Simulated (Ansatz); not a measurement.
## Electronic structure of C2H4ClFSi in real space

The calculation's input:

```
crystal:
  periodic: [false, false, false]
  atoms:
    - {symbol: F, position_ang: [-1.573997, -1.029030, 0.940048]}
    - {symbol: C, position_ang: [-0.471557, -0.240596, 0.773787]}
    - {symbol: Si, position_ang: [1.004418, -0.571264, -0.330463]}
    - {symbol: C, position_ang: [-0.419484, 0.631277, -0.454418]}
    - {symbol: Cl, position_ang: [-0.423027, 2.380959, -0.290893]}
    - {symbol: H, position_ang: [-0.219624, 0.284062, 1.694933]}
    - {symbol: H, position_ang: [2.321567, -0.145701, 0.182261]}
    - {symbol: H, position_ang: [1.003834, -1.664542, -1.322381]}
    - {symbol: H, position_ang: [-1.133631, 0.308534, -1.209976]}
basis:
  gaussian: {orbitals: def2-TZVPP}
hamiltonian: {xc: pbe0, dispersion: d4}
output: {orbitals: {seedname: orbitals}}
```

Command:

```sh
ansatz run in.yaml --threads 4 --pin off --events-out ev --progress --plain --max-ram 10444MiB
```

Geometry: PBE0-D4/def2-TZVP.

These are results of RKS PBE0-D4/def2-TZVPP in Ansatz 0.2.0, not measurements.

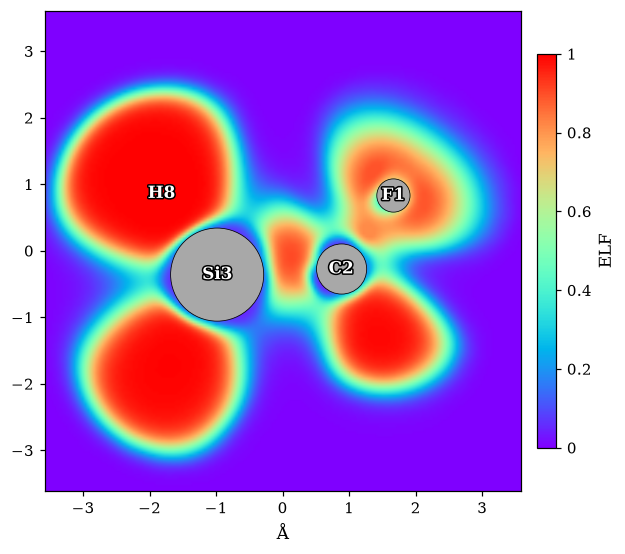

Figure 1. ELF on the plane of atoms C2, Si3 and H8. Grey discs cover the atomic cores.

### Describe what can be read from this map.

Atoms in the plane: F, C, Si and H. C–F (1.37 Å): the ELF peaks at about 0.80 between the atoms, as expected for a polar covalent bond. C–Si (1.87 Å): the ELF peaks at about 0.85 between the atoms: a shared electron pair. Si–H (1.48 Å): the ELF climbs to about 1 towards the hydrogen, as it does in any bond to H. The ELF also peaks beside F1, away from the bonds: lone-pair regions.

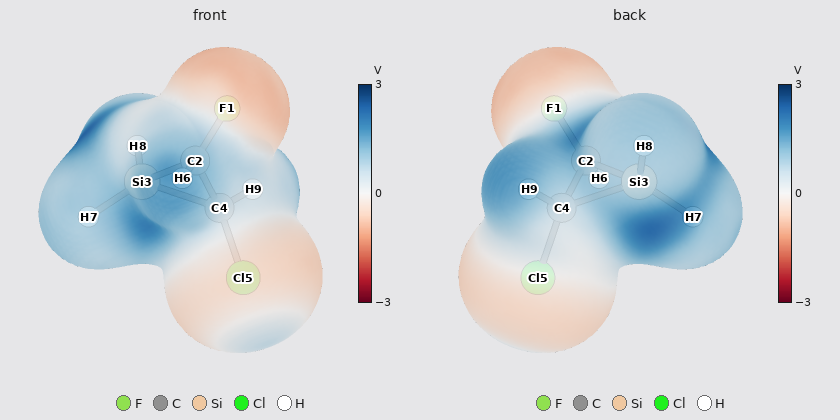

Figure 2. The electrostatic potential painted on the density surface at 0.004 e/bohr³, seen from the front and from behind; the colour scale runs from red (negative) to blue (positive).

### Describe the electrostatic potential map.

The most negative region (about −0.9 V) lies over F1, the most positive (about +2.3 V) over Si3. Cl5 shows a σ-hole: about +0.7 V at the tip opposite its bond, against about −0.5 V on its flanks.

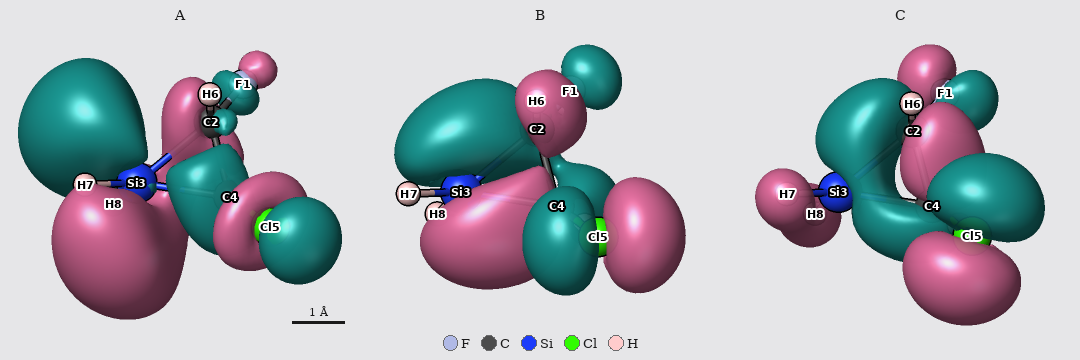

Figure 3. Three frontier orbitals at ±0.08 Å⁻³ᐟ² (teal and pink are the two phases), in no order.

### Which picture is the HOMO−1, the HOMO and the LUMO?

C is the HOMO−1 (−7.92 eV). It lies mainly on Cl5 (about 40 %), C2 (about 20 %), C4 (about 15 %), F1 (about 10 %) and Si3 (about 10 %). B is the HOMO (−7.35 eV). Its weight (Hirshfeld) is mainly on Si3 (about 30 %), Cl5 (about 25 %), C4 (about 15 %), C2 (about 15 %) and F1 (about 5 %). A is the LUMO (−0.67 eV). By Hirshfeld shares it lies mainly on Si3 (about 50 %), Cl5 (about 10 %), C4 (about 10 %), C2 (about 10 %), H8 (about 5 %) and H7 (about 5 %).

### What is the HOMO–LUMO gap?

6.68 eV between the orbital energies.
